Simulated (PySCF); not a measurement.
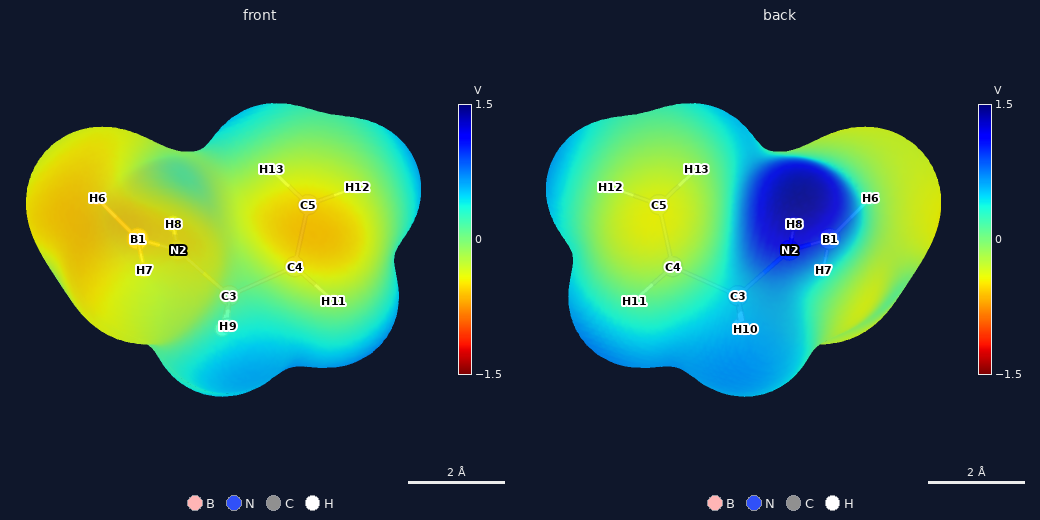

C3H8BN (SMILES BNCC=C). The molecular electrostatic potential painted on the density surface at 0.001 e/bohr³, seen from the front and from behind; the colour scale runs from red (negative) to blue (positive).

Geometry: PBE0-D3(BJ)/def2-SVP.

These are results of PBE0/pcSseg-1, SCF density, gas phase, non-relativistic in PySCF, not measurements.

```yaml
atoms:
  - { symbol: B, position_ang: [2.0689, 0.0271, 0.1915] }
  - { symbol: N, position_ang: [0.9002, -0.6424, -0.1471] }
  - { symbol: C, position_ang: [0.1039, -0.4528, -1.3320] }
  - { symbol: C, position_ang: [-1.2643, 0.1141, -1.0866] }
  - { symbol: C, position_ang: [-1.7183, 0.5706, 0.0801] }
  - { symbol: H, position_ang: [2.6106, -0.2360, 1.2404] }
  - { symbol: H, position_ang: [2.5161, 0.8490, -0.5766] }
  - { symbol: H, position_ang: [0.5119, -1.3228, 0.4986] }
  - { symbol: H, position_ang: [0.6582, 0.2147, -2.0134] }
  - { symbol: H, position_ang: [-0.0066, -1.4081, -1.8800] }
  - { symbol: H, position_ang: [-1.9175, 0.1385, -1.9672] }
  - { symbol: H, position_ang: [-2.7303, 0.9705, 0.1768] }
  - { symbol: H, position_ang: [-1.0893, 0.5699, 0.9751] }
```

### Which sites attract a positive test charge, and which a negative one?

A positive charge is drawn to the negative regions and a negative charge to the positive ones. The most negative region (about −0.6 V) lies over C4, C5, H6 and H7, the most positive (about +1.3 V) over H8.
